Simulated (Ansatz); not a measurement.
# O$_{2}$Si$_{2}$ (charge +1, doublet): what the fields show

| atom | x (Å) | y (Å) | z (Å) |
| --- | --- | --- | --- |
| Si | 0.8788 | -0.7969 | 0.1327 |
| Si | -0.8787 | 0.7969 | -0.1327 |
| O | -0.3102 | -0.5107 | -1.0136 |
| O | 0.3101 | 0.5108 | 1.0136 |

Geometry: PBE0-D4/def2-TZVP.

Method: UKS PBE0-D4/def2-TZVP in Ansatz 0.2.0.

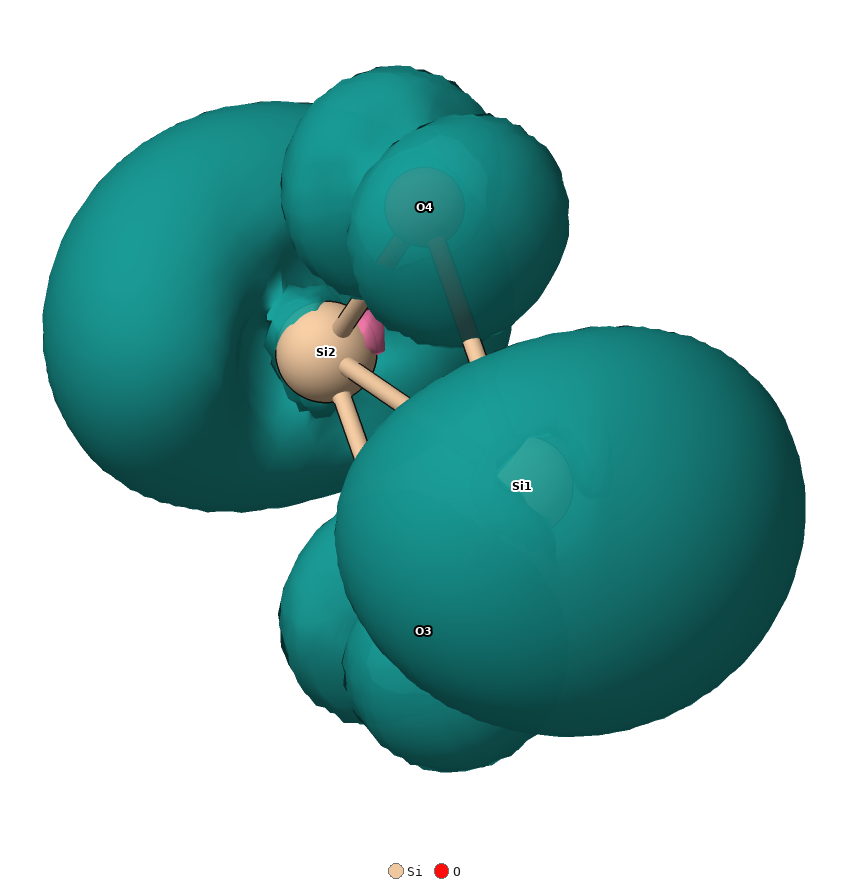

Figure 1. Isosurfaces of the spin density at +0.02 (teal) and −0.02 e/Å³ (pink), seen at an oblique angle.

Question: Which atoms carry the spin?

Answer: The unpaired spin (1 electron) lies mostly on Si1 (about 0.4), Si2 (about 0.4), O3 (about 0.1) and O4 (about 0.1), in electrons by Hirshfeld's partition.

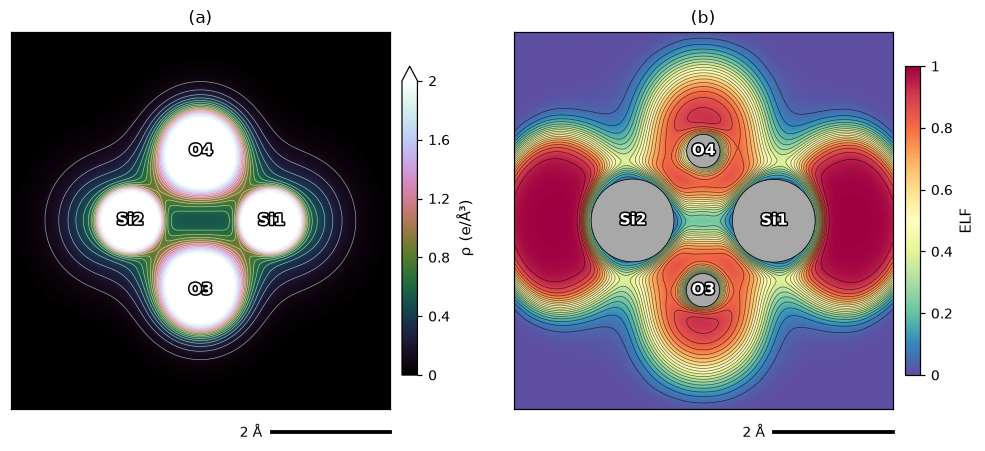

Figure 2. (a) electron density; (b) electron localisation function on the molecular plane. Grey discs cover the atomic cores in the ELF map.

Question: Read the bonding off the picture.

Answer: The plane passes through Si and O nuclei.
Si–O (1.68 Å): ρ is about 1.1 e/Å³ halfway; the ELF peaks at about 0.85 between the atoms; a polar covalent bond.
Si–Si (2.39 Å): ρ at the midpoint is about 0.52 e/Å³; the ELF is about 0.20 at the midpoint.
The ELF also peaks beside O3, Si1, Si2 and O4, away from the bonds: non-bonding electrons, paired or unpaired.

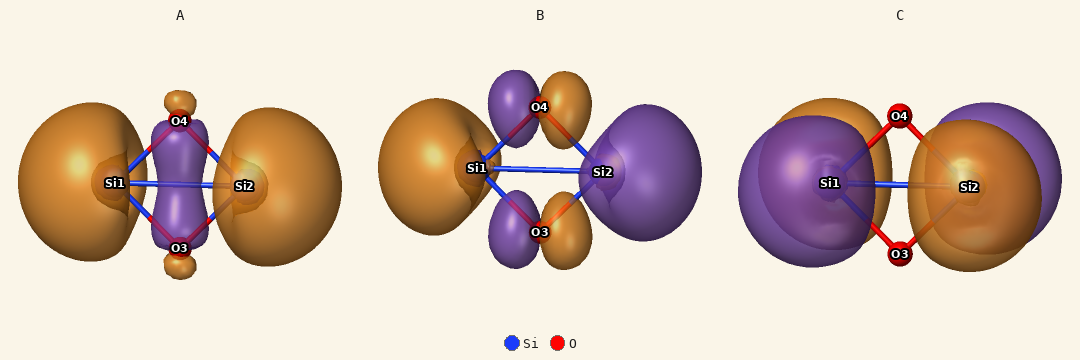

Figure 3. Three frontier orbitals at ±0.1 Å⁻³ᐟ² (orange and purple are the two phases), in no order.

Question: Order the three orbitals by energy and name them. All are α orbitals.

Answer: A is the HOMO−1 (α) (−15.90 eV). Its weight (Hirshfeld) is mainly on Si1 (about 45 %) and Si2 (about 45 %); it is symmetric in the molecular plane (an in-plane orbital: σ, lone-pair or in-plane π type); it is gerade (even under inversion). B is the HOMO (α) (−14.03 eV). Its weight (Hirshfeld) is mainly on Si1 (about 40 %), Si2 (about 40 %), O3 (about 10 %) and O4 (about 10 %); it is symmetric in the molecular plane (an in-plane orbital: σ, lone-pair or in-plane π type); it is ungerade (odd under inversion). C is the LUMO (α) (−8.56 eV). It lies mainly on Si1 (about 45 %) and Si2 (about 45 %); it changes sign across the molecular plane (π type); it is gerade (even under inversion); π-antibonding (a node) across Si1–Si2.

Question: What is the gap between the highest occupied and lowest empty α orbitals?

Answer: 5.47 eV between the orbital energies.
